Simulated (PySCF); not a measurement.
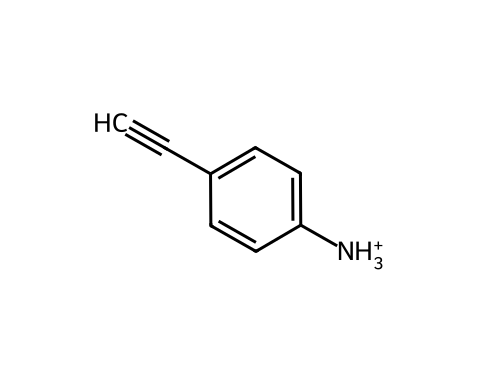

2D structure. State: charge +1, singlet.

**Give its SMILES.**

C#Cc1ccc([NH3+])cc1

**Give the formula, hydrogens included.**

C8H8N, charge +1.

More results for the same structure follow; atom numbers are the same in all pictures, views and colours differ. The computed structure is the end point of a PBE0-D3(BJ)/def2-SVP optimisation. No frequency run is at hand to confirm it as a minimum.

Geometry

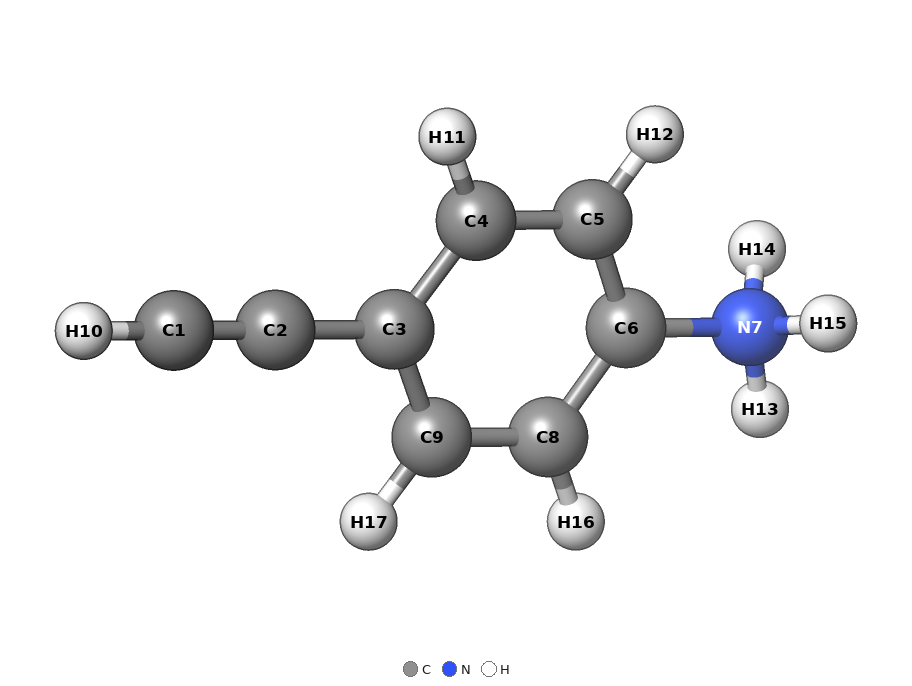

No frequency run is at hand to confirm it as a minimum.

Which atoms are bonded, and how long are the bonds? Leave out bonds to hydrogen.

| bond | length (Å) | order |
| --- | --- | --- |
| C1–C2 | 1.212 | triple |
| C2–C3 | 1.424 | delocalised |
| C3–C4 | 1.408 | aromatic |
| C3–C9 | 1.406 | aromatic |
| C4–C5 | 1.388 | aromatic |
| C5–C6 | 1.391 | aromatic |
| C6–N7 | 1.475 | single |
| C6–C8 | 1.389 | aromatic |
| C8–C9 | 1.390 | aromatic |

NMR shielding

The questions are on isotropic NMR shieldings of the C atoms. No frequency run is at hand to confirm it as a minimum. Properties computed with GIAO PBE0/pcSseg-1 NMR shielding, non-relativistic, IEF-PCM water (PySCF 2.14.0).

**Which C atom is the most shielded (lowest chemical shift)?**

C2 (99.2 ppm).

**Which C atom is the least shielded (highest chemical shift)?**

C4 (41.4 ppm).

**How wide is the range of C shifts?**

57.8 ppm.

List the isotropic NMR shieldings of the C atoms.

```tsv
atom	σ (ppm)
C1	92.3
C2	99.2
C3	55.0
C4	41.4
C5	54.7
C6	50.5
C8	54.5
C9	41.6
```

Polarisability

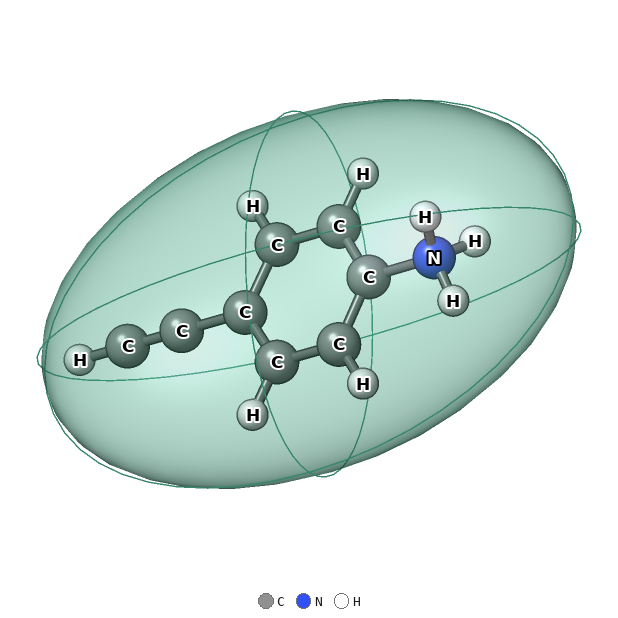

The ellipsoid shows the static dipole polarisability: its half-axes are proportional to the principal values. No frequency run is at hand to confirm it as a minimum. Computed with CAM-B3LYP/def2-SVPD in chloroform (IEF-PCM) (PySCF 2.14.0).

**How large and how anisotropic is the polarisability?**

Principal values 67.4, 116.7, 187.7 bohr³; mean 123.9 bohr³ (18.36 Å³); anisotropy 104.7 bohr³, so the longest axis is 2.78 times the shortest.

Excitation

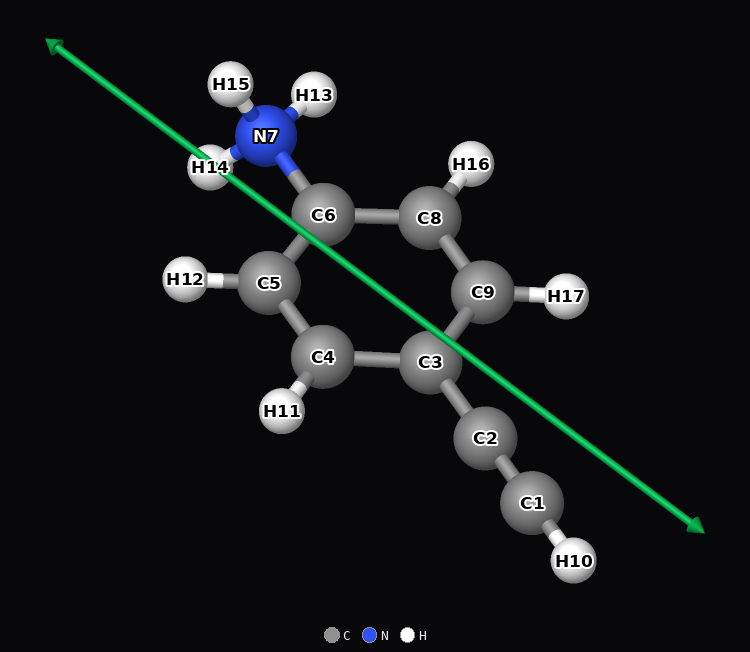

The double arrow shows the direction of the transition dipole to excited singlet state 1 (its length means nothing). No frequency run is at hand to confirm it as a minimum. Method: TDDFT CAM-B3LYP/def2-SVPD, vertical, IEF-PCM water (non-equilibrium linear response), core orbitals frozen in the response (PySCF 2.14.0).

**How is the transition polarised?**

Close to the long direction C1···N7.

**Where does the transition lie, and how strong is it?**

5.16 eV (240 nm), oscillator strength 0.024, of mixed character, with the largest part HOMO−1 → LUMO (weight 0.46); transition dipole 1.12 D.
